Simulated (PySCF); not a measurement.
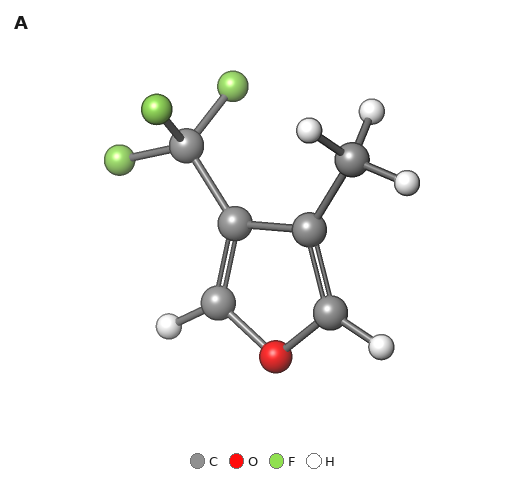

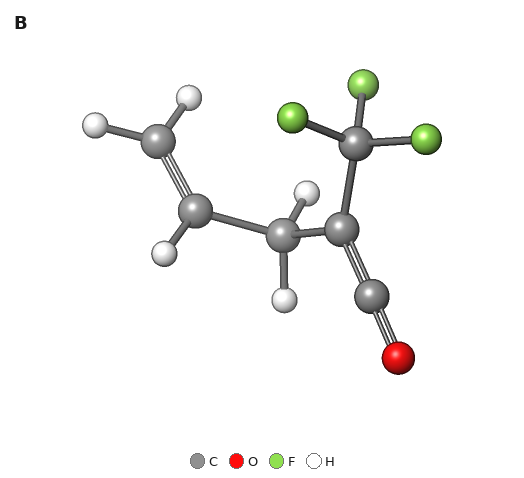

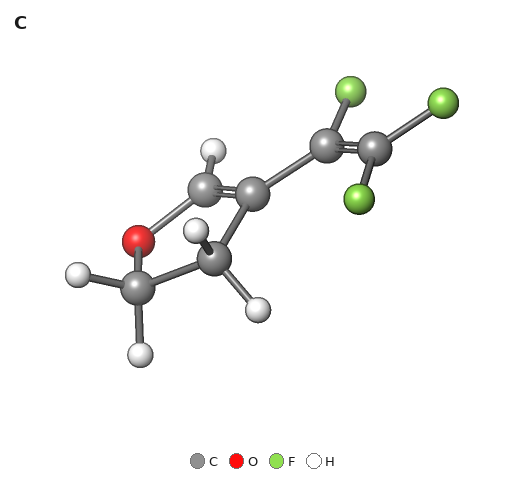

3 stationary structures of one formula. Geometries: GFN2-xTB. Electronic energies: PBE0/pcSseg-1 (PySCF 2.14.0), without zero-point energy. No frequency run is at hand to confirm each as a minimum. Each is one conformer, not always the lowest.

**Are they conformers, stereoisomers or constitutional isomers?**

They are constitutional isomers of C6H5F3O: A `Cc1cocc1C(F)(F)F`, B `C=CCC(=C=O)C(F)(F)F`, C `FC(F)=C(F)C1=COCC1`.

**Which is lowest in energy, and by how much?**

A is lowest; B lies 1.198 eV above it, C lies 1.777 eV above it.
